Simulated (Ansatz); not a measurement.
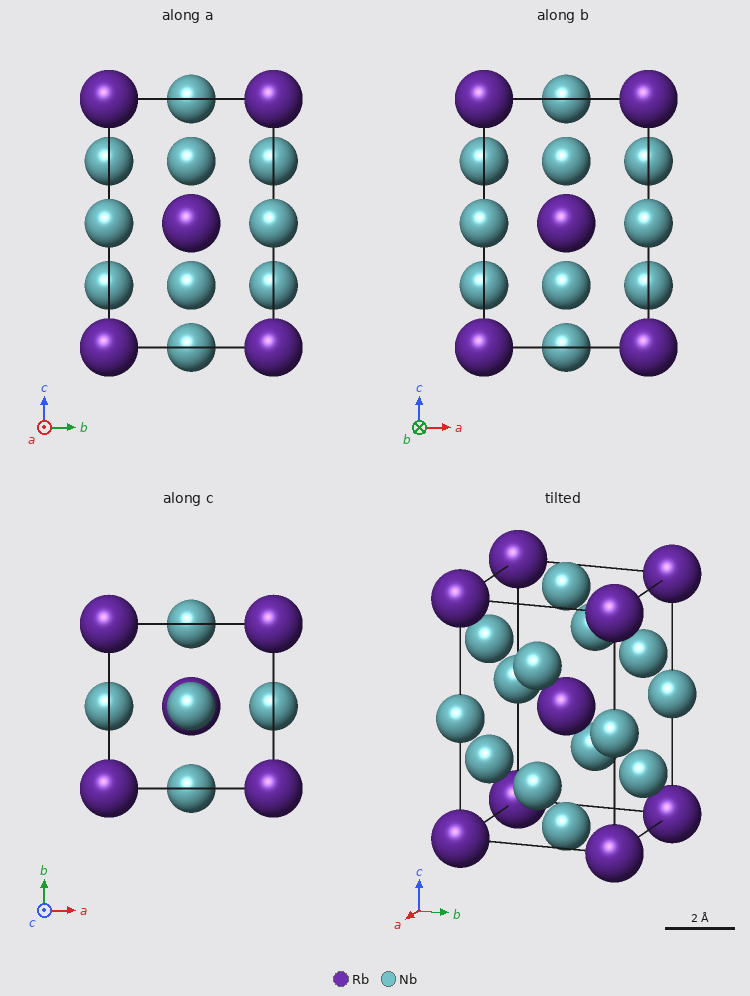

The crystal in a spheres-only representation, seen along the a axis, along the b axis, along the c axis and slightly off an axis. The conventional unit cell is outlined; an atom on or near a face, edge or corner is repeated at each equivalent position.

Lattice parameters: a = 4.8327 Å, b = 4.8327 Å, c = 7.2980 Å, α = 90.000°, β = 90.000°, γ = 90.000°.

Convert the drawing into a CIF with its space group and independent sites.

Answer.
```cif
data_structure
_symmetry_space_group_name_H-M 'I 4/m m m'
_symmetry_Int_Tables_number 139
_cell_length_a 4.8327
_cell_length_b 4.8327
_cell_length_c 7.2980
_cell_angle_alpha 90.000
_cell_angle_beta 90.000
_cell_angle_gamma 90.000
_cell_volume 170.45
loop_
_atom_site_label
_atom_site_type_symbol
_atom_site_symmetry_multiplicity
_atom_site_Wyckoff_symbol
_atom_site_fract_x
_atom_site_fract_y
_atom_site_fract_z
_atom_site_occupancy
Rb1 Rb 2 a 0.0000 0.0000 0.0000 1
Nb1 Nb 2 b 0.5000 0.5000 0.0000 1
Nb2 Nb 4 d 0.5000 0.0000 0.2500 1
```

Provenance: a textbook structure type filled with these elements (whether it is the usual form wasn't checked). It was relaxed with Ansatz, DFT PBE, scalar-relativistic, plane waves, PAW.
